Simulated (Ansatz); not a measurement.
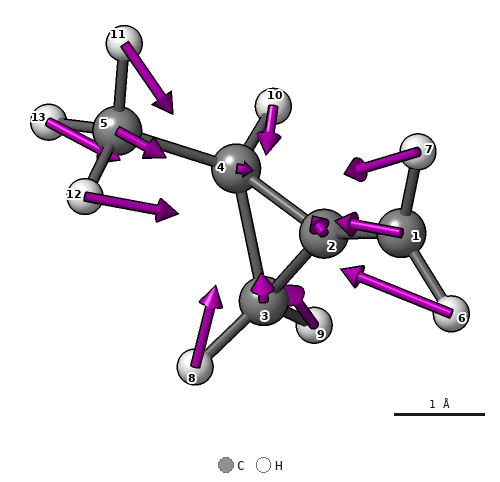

A relaxation of C₅H₈. The starting structure is drawn; purple arrows show the displacements, magnified 30 times. The two geometries are superimposed by the best rigid fit.

The picture is a ball-and-stick view, seen from a free direction.

The start comes from PBE-D4/def2-SVP.

These are results of RKS PBE0-D4/def2-TZVP (Ansatz 0.2.0), not measurements.

The input:
```yaml
crystal:
  periodic: [false, false, false]
  atoms:
    - {symbol: C, position_ang: [-1.098744, 1.802557, -0.011251]}
    - {symbol: C, position_ang: [-0.313917, 0.780422, 0.331989]}
    - {symbol: C, position_ang: [0.085827, -0.208083, 1.348334]}
    - {symbol: C, position_ang: [0.736560, -0.180387, -0.049974]}
    - {symbol: C, position_ang: [0.463703, -1.286568, -1.050879]}
    - {symbol: H, position_ang: [-1.834237, 2.223768, 0.694317]}
    - {symbol: H, position_ang: [-1.037783, 2.260493, -1.012300]}
    - {symbol: H, position_ang: [-0.605761, -1.039825, 1.576114]}
    - {symbol: H, position_ang: [0.686505, 0.124373, 2.213308]}
    - {symbol: H, position_ang: [1.769101, 0.218280, -0.076317]}
    - {symbol: H, position_ang: [0.618252, -0.933165, -2.091280]}
    - {symbol: H, position_ang: [-0.583911, -1.641522, -0.972523]}
    - {symbol: H, position_ang: [1.134704, -2.154941, -0.884737]}
basis:
  gaussian: {orbitals: def2-TZVP}
hamiltonian: {xc: pbe0, dispersion: d4}
relax: {f_tol: 0.005, max_steps: 150}
```

Launched with:
```bash
ansatz run in.yaml --threads 4 --pin off --events-out ev --progress --plain --max-ram 10444MiB
```

**What happened in the run?**

H6 moves most after the best rigid fit: 0.046 Å. Largest moves by element: H 0.046 Å, C 0.029 Å. Among the contacts that change: C3–H8 1.105 → 1.086 Å, C1–C2 1.334 → 1.315 Å, C1–H6 1.103 → 1.085 Å, C1–H7 1.103 → 1.085 Å. After 8 accepted moves (9 points after the start) the energy has fallen by 6.35 kJ/mol. Largest force component: 0.58 eV/Å at the start, 0.0025 eV/Å at the end. The line search rejected the trial step at point 5 of the run. Cost: 30 s on 4 threads of Arm Neoverse V1, on a shared host.
